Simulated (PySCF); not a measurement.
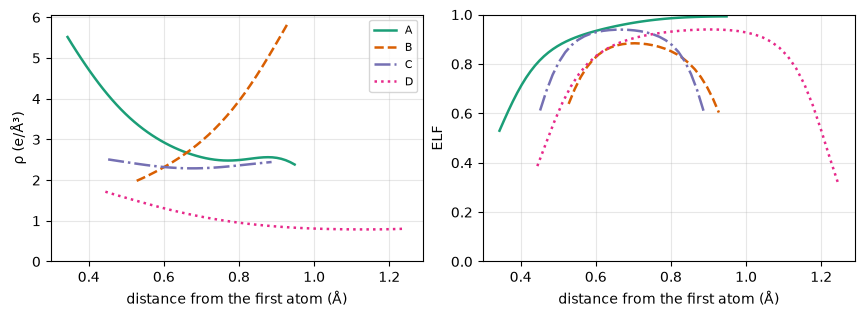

Figure. C4H8BO2 (charge +1). Electron density and electron localisation function along straight lines between neighbouring atoms. The curves leave out the atomic cores.

Geometry: GFN2-xTB, MD frame at 250 fs, 200 K.

These are results of PySCF 2.14.0, PBE0/pcSseg-1, SCF density, gas phase, non-relativistic, not measurements.

```xyz
15

C     2.4400   -0.0671    0.2223
C     1.2794    0.1477   -0.4089
C     0.2521   -0.8264   -0.4549
C    -1.0026   -0.6453   -0.9980
B    -1.8839    0.3588    0.1746
O    -1.2946    1.5451    0.3470
O    -2.9956   -0.2496    0.3504
H     3.2436    0.6312    0.2412
H     2.6555   -1.0332    0.6576
H     1.0010    1.0875   -0.8391
H     0.4311   -1.7454    0.0986
H    -1.5989   -1.5620   -1.0298
H    -1.0689   -0.0798   -1.9234
H    -1.7390    2.3078    0.7728
H    -3.6584    0.0814    0.9420
```

Which curve belongs to which contact (B–O, C–B, C–C and O–H)? The first atom named is at distance zero.

Curve A: O–H (0.95 Å): ρ is about 3.9 e/Å³ halfway; the ELF climbs to about 1 towards the hydrogen, as it does in any bond to H; an ordinary covalent bond to hydrogen. Curve B: B–O (1.28 Å): ρ is about 2.5 e/Å³ halfway; the ELF peaks at about 0.90 between the atoms (a short, strongly polar bond). Curve C: C–C (1.34 Å): ρ at the midpoint is about 2.3 e/Å³; the ELF peaks at about 0.95 between the atoms; a short, multiple covalent bond. Curve D: C–B (1.78 Å): ρ at the midpoint is about 0.87 e/Å³; the ELF peaks at about 0.95 between the atoms: a shared electron pair.
